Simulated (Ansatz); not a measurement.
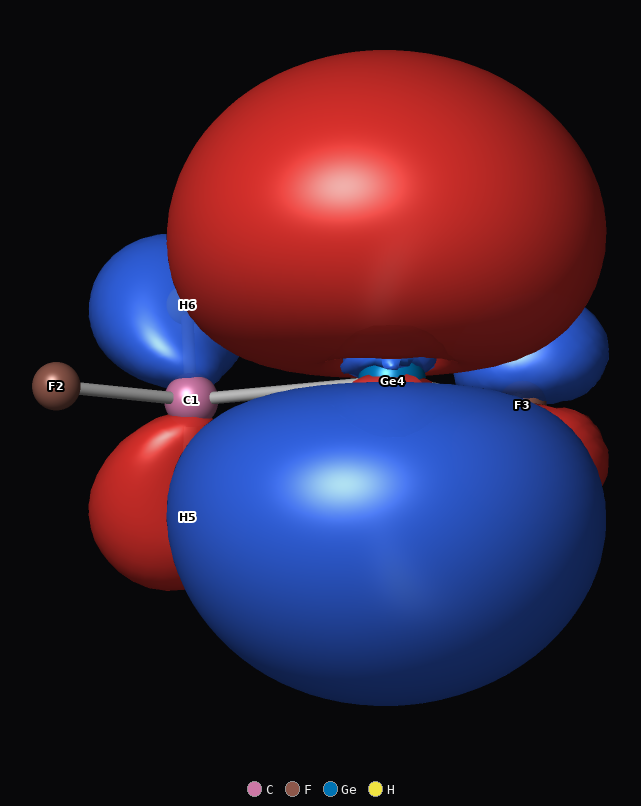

The picture shows: CH2F2Ge (SMILES F[CH2][Ge][F]). The LUMO at ±0.06 Å⁻³ᐟ² (red and blue are the two phases), seen from one side.

Geometry: PBE0-D3(BJ)/pcseg-1.

Method: isolated molecule in a Gaussian basis; Kohn-Sham density functional theory, functional PBE0 (Ansatz 0.2.0).

```tsv
atom	x (Å)	y (Å)	z (Å)
C	-0.3950	-1.5477	0.2127
F	0.3422	-2.3493	1.0820
F	-2.4760	-1.2668	-1.5822
Ge	-1.8626	-2.6540	-0.6186
H	-0.8083	-0.6970	0.7763
H	0.2804	-1.1402	-0.5556
```

Q: Where does this orbital lie, and at what energy?

A: By Hirshfeld shares it lies mainly on Ge4 (about 85 %). Its energy is −2.83 eV.
